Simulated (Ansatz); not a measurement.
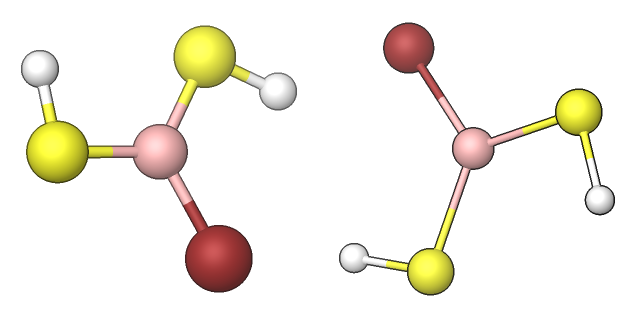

Two views of one molecule. Colours: sulfur yellow, boron pink, bromine red, hydrogen white.

Computed geometry: PBE0-D4/def2-TZVP optimisation.

Give the formula.

BBrH2S2, 6 atoms: 1 boron, 1 bromine, 2 hydrogen and 2 sulfur.

Write the SMILES.

SB(S)Br

More results for the same structure follow; atom numbers are the same in all pictures, views and colours differ.

Shape

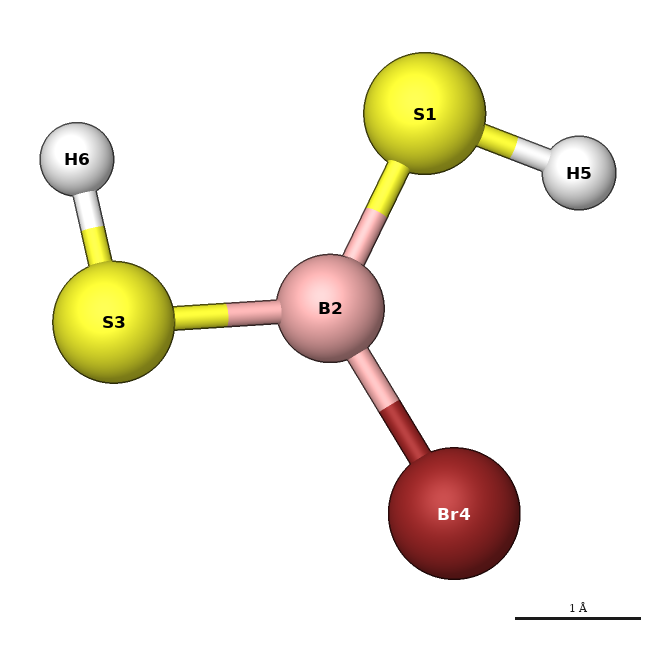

Numbered structure.

Estimate the angles B2–S1–H5, S1–B2–S3, S1–B2–Br4, S3–B2–Br4, B2–S3–H6.

```json
{"angle": "B2–S1–H5", "degrees": "97.0"}
{"angle": "S1–B2–S3", "degrees": "121.6"}
{"angle": "S1–B2–Br4", "degrees": "122.1"}
{"angle": "S3–B2–Br4", "degrees": "116.3"}
{"angle": "B2–S3–H6", "degrees": "97.1"}
```

Thermal motion

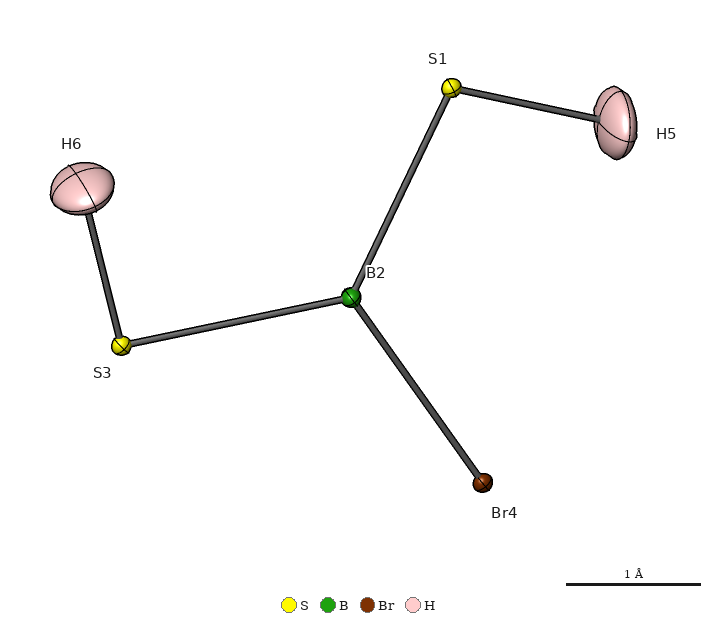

Displacement ellipsoids at the 50 % level, from the internal vibrations of the free molecule (harmonic, no overall translation or rotation; no half-axis is drawn under 0.075 Å). Vibrations computed with RKS PBE0-D4/def2-TZVP (Ansatz 0.2.0). Temperature: 200 K.

Which atom moves most?

H5, with U_eq = 0.0302 Å².

Does H5 move more along its bond or across it?

Across it: the root-mean-square amplitude is 0.088 Å along the bond and up to 0.238 Å across, since bending and torsion are softer than stretching.

Give the displacement parameters, one line for each set of equivalent atoms.

```csv
atom,U_eq (Å²),rms amplitudes (Å)
S1,0.0013,"0.012, 0.039, 0.046"
B2,0.0028,"0.045, 0.049, 0.063"
S3,0.0014,"0.010, 0.037, 0.051"
Br4,0.00033,"0.003, 0.019, 0.025"
H5,0.0302,"0.086, 0.164, 0.238"
H6,0.0279,"0.089, 0.157, 0.226"
```

Vibrations

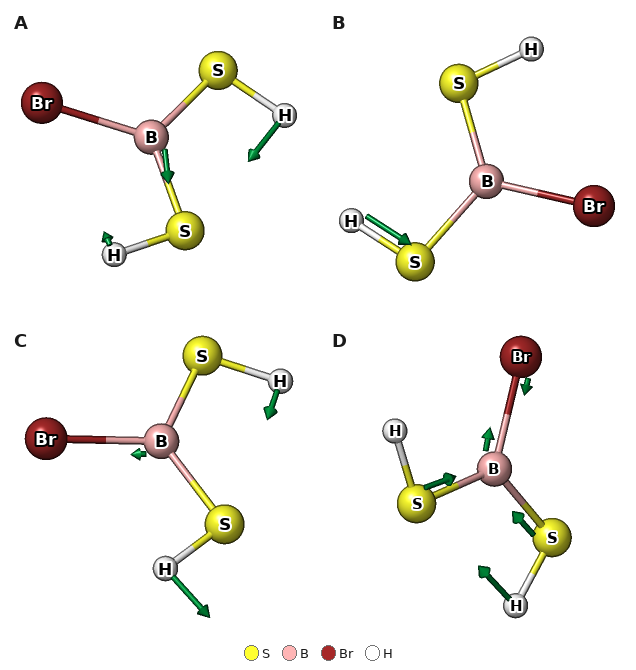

4 normal modes of one molecule or complex, as arrows. Harmonic vibrations computed with RKS PBE0-D4/def2-TZVP (Ansatz 0.2.0) at a stationary point of the same level.

Match the panels to the wavenumbers 393 cm⁻¹, 742 cm⁻¹, 1013 cm⁻¹, 2694 cm⁻¹.

A: 1013 cm⁻¹
B: 2694 cm⁻¹, S–H stretching
C: 742 cm⁻¹
D: 393 cm⁻¹

Dipole moment

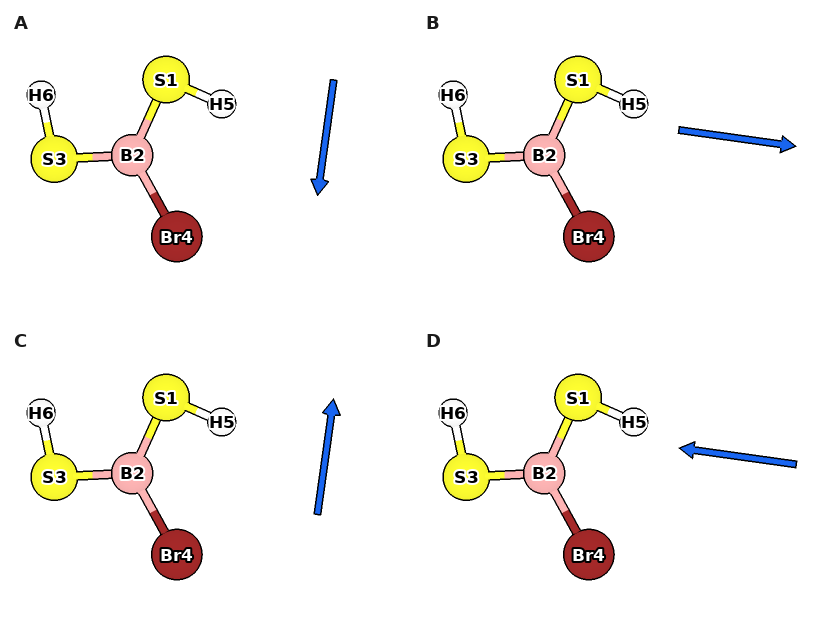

The same molecule four times, each with an arrow. Method: RKS B3LYP-D4/def2-TZVPP (Ansatz 0.2.0).

Which arrow points along the dipole moment, from the negative to the positive end?

C. The dipole moment is 1.16 D; it points from the side of Br4 to the side of S1 (the outermost atoms at the two ends).
